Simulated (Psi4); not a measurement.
HBr (hydrogen bromide): the dipole moment, rung by rung

HBr: 2 atoms, total charge 0, spin state singlet. As SMILES, `Br`. Geometry: optimised at PBE0/def2-TZVP.

```xyz
2

Br   -0.5868    0.1982   -0.3365
H     0.6114   -0.2255    0.2984
```

Quantity: the dipole moment, in D. The values are calculated.

Measured value to compare with: NIST CCCBDB gives the dipole moment of the gas as 0.83 D.

| level | kind | program | value (D) | computed − measured |
| --- | --- | --- | --- | --- |
| PBE-D4/def2-TZVPP (density fitting) | GGA | Psi4 | 0.89 | +0.06 |
| r2SCAN-D4/def2-TZVPP (density fitting) | meta-GGA | Psi4 | 0.95 | +0.12 |
| PBE0-D4/def2-TZVPP (density fitting) | global hybrid | Psi4 | 0.94 | +0.11 |
| wB97M-V/def2-TZVPP (density fitting) | range-separated hybrid | Psi4 | 0.92 | +0.09 |

Nearest: PBE-D4/def2-TZVPP (density fitting) (+0.06 D); farthest: r2SCAN-D4/def2-TZVPP (density fitting) (+0.12 D). The measured dipole is a vibrational average, so differences of a few hundredths of a debye mean little. Computed less measured by kind, in D (of the ab initio rows, those in def2-TZVPP): GGA +0.06; meta-GGA +0.12; global hybrid +0.11; range-separated hybrid +0.09. All-electron rows without a relativistic Hamiltonian named are non-relativistic. Magnitudes only.

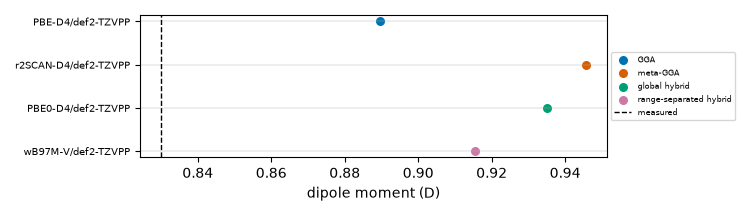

The values of the table, level by level.
